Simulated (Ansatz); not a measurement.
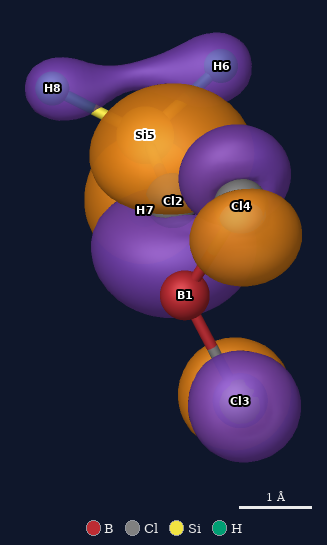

Figure 1: BCl2···ClH3Si (doublet). The HOMO−1 (α) at ±0.1 Å⁻³ᐟ² (orange and purple are the two phases), seen at an oblique angle.

Not at a stationary point (largest force 0.9 eV/Å).

These are results of Ansatz 0.2.0, UHF/6-31G*, not measurements.

Input file:

```
crystal:
  periodic: [false, false, false]
  atoms:
    - { symbol: B, position_ang: [0.0, 0.0, 0.0] }
    - { symbol: Cl, position_ang: [0.0, 0.0, 2.11] }
    - { symbol: Cl, position_ang: [1.6108, 0.0, -0.93] }
    - { symbol: Cl, position_ang: [-1.6108, 0.0, -0.93] }
    - { symbol: Si, position_ang: [0.0, 0.0, 4.54] }
    - { symbol: H, position_ang: [-0.7436, -1.1581, 5.0274] }
    - { symbol: H, position_ang: [1.3747, -0.0649, 5.0274] }
    - { symbol: H, position_ang: [-0.6311, 1.223, 5.0274] }
magnetization:
  spin_polarized: true
  initial_magnetization: 1
basis:
  gaussian: { orbitals: "6-31G*" }
hamiltonian:
  xc: hf
relax:
  f_tol: 0.15
  max_steps: 25
  restrain:
    - { distance: [1, 4], at: 2.13, k: 30.0 }
    - { distance: [0, 1], at: 3.06, k: 30.0 }
output:
  orbitals: {}
```

Command:

```sh
ansatz run input.yaml --threads 2 --pin off --max-ram 3072MiB --backend cpu --events-out ev --progress --plain --runs-dir out
```

The fields are those of the run's last geometry, not of the input's.

**Where does this orbital lie, and at what energy?**

By Hirshfeld shares it lies mainly on Cl2 (about 55 %), Cl3 (about 10 %), Cl4 (about 10 %), Si5 (about 10 %) and H7 (about 5 %). Its energy is −12.36 eV.
